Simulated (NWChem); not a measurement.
**One shape, several levels: SF2 (sulfur difluoride)**

Aim: a comparison of 6 runs (HF/3-21G, PBE0/def2-TZVP, SVWN5/def2-TZVP, r2SCAN/def2-TZVP, CCSD(T)/6-31G*, CCSD(T)/def2-TZVP) of SF2 (sulfur difluoride). 

The calculation is run with NWChem 7.3.0.

3 further runs of the same task are left out: 3 set aside as unsound or not needed.

### Step 1. The molecule

The species is SF2 (3 atoms), meant as a singlet with charge 0. SMILES: `FSF`. The coordinates come from a PBE0-D4/def2-TZVP relaxation.

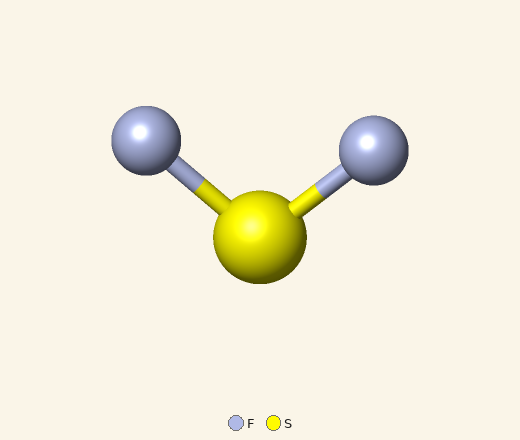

Viewed from a chosen angle; fluorine light blue, sulfur yellow.

### Step 2. Energy and forces at HF/3-21G (run 1)

The input, sp.xyz:

```xyz
3
F2S
F      0.440140     1.116450     0.365400
S     -0.601990     0.126530    -0.315250
F      0.161840    -1.242970    -0.050150
```

The input, sp.nw:

```
echo
start sp
title "F2S"
memory stack 880 mb heap 220 mb global 1100 mb

geometry noautosym nocenter noautoz
  load format xyz sp.xyz
end

basis spherical bse
  * library 3-21G
end

scf
  singlet
  rhf
  thresh 1e-08
  maxiter 80
  print low
end

task scf gradient
```

Command:

```
nwchem sp.nw > sp.out
```

Standard output:

```text
[...]
  functions       =    31
[...]
  wavefunction    = RHF
[...]
         Total SCF energy =   -593.278254162343
      One-electron energy =  -1050.192789067780
      Two-electron energy =    343.313385629285
 Nuclear repulsion energy =    113.601149276152
        Time for solution =      0.3s
[...]
                         RHF ENERGY GRADIENTS
    atom               coordinates                        gradient
                 x          y          z           x          y          z
   1 F       0.831744   2.109785   0.690506   -0.034950  -0.031271  -0.022612
   2 S      -1.137596   0.239107  -0.595736    0.061013  -0.012828   0.031951
   3 F       0.305833  -2.348873  -0.094770   -0.026063   0.044099  -0.009339
 Task  times  cpu:        0.4s     wall:        0.4s
 Total times  cpu:        0.4s     wall:        0.4s
```

It took 0.97 s on 1 thread of Intel Xeon Platinum 8488C (Sapphire Rapids), shared host; peak memory 0.1 GiB.

### Step 3. Energy and gradient at PBE0/def2-TZVP (run 2)

The input, input.nw:

```
start input
title "sulfur difluoride"
memory stack 880 mb heap 220 mb global 1100 mb
geometry noautosym nocenter noautoz
  F      0.440140     1.116450     0.365400
  S     -0.601990     0.126530    -0.315250
  F      0.161840    -1.242970    -0.050150
end
basis spherical bse
  * library def2-TZVP
end
dft
  xc pbe0
  grid fine
  convergence energy 1e-08
  iterations 100
  mulliken
  print low
end
task dft gradient
```

Command:

```
nwchem input.nw > input.out
```

Standard output:

```text
[...]
 d= 0,ls=0.0,diis     1   -597.5230049465 -7.11D+02  9.17D-03  1.04D+00     1.5
[...]
 d= 0,ls=0.0,diis     8   -597.6009523061 -1.58D-09  9.64D-07  2.70D-08     8.9
         Total DFT energy =     -597.600952306091
      One electron energy =    -1054.023895946590
           Coulomb energy =      389.116091320274
    Exchange-Corr. energy =      -46.294296955927
 Nuclear repulsion energy =      113.601149276152
[...]
      Total Density - Mulliken Population Analysis
     ---------------------------------------------
    Atom       Charge   Shell Charges
 -----------   ------   -------------------------------------------------------
    1 F    9     9.19   0.77  1.20  0.62  1.00  0.34  2.25  2.14  0.87  0.00  0.01  0.00
    2 S   16    15.61   2.01  0.48  1.48  1.17  0.78  4.17  1.67  0.87  1.95  0.65  0.11  0.20  0.06
    3 F    9     9.19   0.77  1.20  0.62  1.00  0.34  2.25  2.14  0.87  0.00  0.01  0.00
[...]
                         DFT ENERGY GRADIENTS
    atom               coordinates                        gradient
                 x          y          z           x          y          z
   1 F       0.831744   2.109785   0.690506   -0.000030   0.000012  -0.000015
   2 S      -1.137596   0.239107  -0.595736    0.000063  -0.000015   0.000033
   3 F       0.305833  -2.348873  -0.094770   -0.000033   0.000003  -0.000017
 Task  times  cpu:       12.9s     wall:       12.9s
 Total times  cpu:       12.9s     wall:       12.9s
```

It took 14 s on 1 thread of Intel Xeon Platinum 8488C (Sapphire Rapids), shared host; peak memory 0.13 GiB.

Runs 3 to 5 aren't shown in full; the table further down has their settings and results.

### Step 4. A single-point energy at CCSD(T)/def2-TZVP (run 6)

The input, a.nw:

```
start a
title "F2S energy"
memory total 2200 mb

geometry units angstroms noautosym nocenter noautoz
  F        0.440140       1.116450       0.365400
  S       -0.601990       0.126530      -0.315250
  F        0.161840      -1.242970      -0.050150
end

basis "ao basis" spherical bse
  * library def2-TZVP
end

scf
  thresh 1e-08
  maxiter 80
end

ccsd
  freeze core 7
  maxiter 60
end

task ccsd(t) energy
```

Command:

```
nwchem a.nw > a.out
```

Standard output:

```text
[...]
  functions       =    99
[...]
  wavefunction    = RHF
[...]
         Total SCF energy =   -596.449619784298
      One-electron energy =  -1053.708411161734
      Two-electron energy =    343.657642101285
 Nuclear repulsion energy =    113.601149276152
        Time for solution =     13.4s
[...]
 Total MP2 energy:           -597.117060704141409
[...]
             energy      energy      error      ampl     ampl      Block
                                                time     time      time
[...]
 Total CCSD energy:           -597.131294938522501
[...]
 Total CCSD+T(CCSD) energy:           -597.156638890125464
[...]
 Total CCSD(T) energy:                -597.155007890290449
[...]
```

Run time: 2.3 min. Hardware: 1 thread of Intel Xeon Platinum 8488C (Sapphire Rapids), shared host; peak memory 0.29 GiB.

### Step 5. The series

| run | level | iteration cap | module | energy (Eh) | largest force (eV/Å) | wall time |
| --- | --- | --- | --- | --- | --- | --- |
| 1 | HF/3-21G | 80 | scf | -593.278254 | 3.602 | 0.97 s |
| 2 | PBE0/def2-TZVP | 100 | dft | -597.600952 | 0.004 | 14 s |
| 3 | SVWN5/def2-TZVP | 100 | dft | -595.319029 | 0.151 | 14 s |
| 4 | r2SCAN/def2-TZVP | 100 | dft | -597.819583 | 0.460 | 14 s |
| 5 | CCSD(T)/6-31G* (spherical functions) | 80 | ccsd(t) | -596.797689 | – | 10 s |
| 6 | CCSD(T)/def2-TZVP | 80 | ccsd(t) | -597.155008 | – | 2.3 min |

### Step 6. Outcome

| quantity | value |
| --- | --- |
| run 6: total energy | -597.15501 Eh |
| run 6: HOMO energy (Hartree–Fock orbitals) | -10.78 eV |
| run 6: LUMO energy (Hartree–Fock orbitals) | 2.48 eV |
| run 6: HOMO–LUMO gap (Hartree–Fock orbitals) | 13.26 eV |
| run 6: correlation energy (7 core orbitals frozen) | -705.4 mEh |
| run 6: (T) correction | -23.71 mEh |

What this shows: Totals of different functionals can't be ranked against each other. All runs together took 3.2 min, the longest 2.3 min.
